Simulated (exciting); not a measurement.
Two BSE runs for the O K edge of NaTlO, space group P6_3mc. Run A: exciting, all-electron LAPW+lo, LDA, exchange and screened direct term (singlet BSE), 5×5×1 shifted k points, 40 conduction bands, |G+q| up to 3 bohr⁻¹, full RPA screening with nempty = 73, Lorentzian half width 0.45 eV. Run B has a fault in its input.

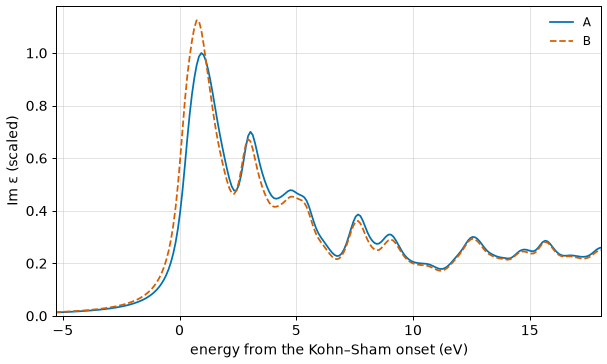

Energy from the Kohn–Sham onset, core level to the lowest empty state found on the meshes used; one zero for both, scaled to A's maximum.

Q: What most likely went wrong in run B?

Far too few empty states in the screening (empty states in the screening from 73 to 8). The spectrum differs from run A by 13 % r.m.s. The highest maximum lies at 0.7 eV (1.12), against 0.9 eV (1.00). The first bright state moves from 0.40 to 0.27 eV. Too few states underscreen, so the attraction is too strong. Other settings could leave a like mark; this is the change that was made.

[Hosts, paths, dates, database ids (printed as entryN), source tags and the programs' standing remarks are cut or masked in the printed files.]
